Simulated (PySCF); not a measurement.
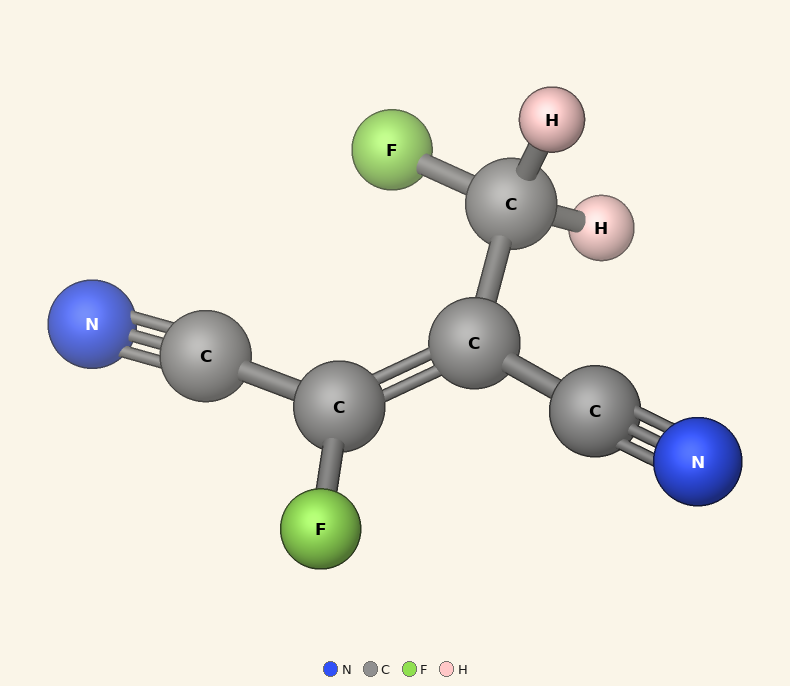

Orthographic view. Atoms fade into the background with distance from the viewer. The computed structure is the end point of a PBE0-D3(BJ)/def2-SVP optimisation. No frequency run is at hand to confirm it as a minimum.

**Write the InChI string.**

InChI=1S/C5H2F2N2/c6-1-4(2-8)5(7)3-9/h1H2/b5-4-
